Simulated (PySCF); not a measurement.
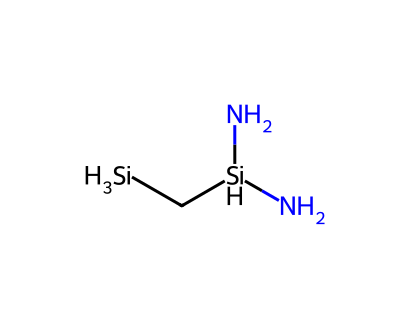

Simulated data, not a measurement (program: PySCF).

Skeletal drawing of a molecule.

Write the SMILES.

N[SiH](N)C[SiH3]

What is the molecular formula?

CH10N2Si2.

An optimisation with GFN2-xTB gave a structure of which point group?

C1. Other conformers may differ.
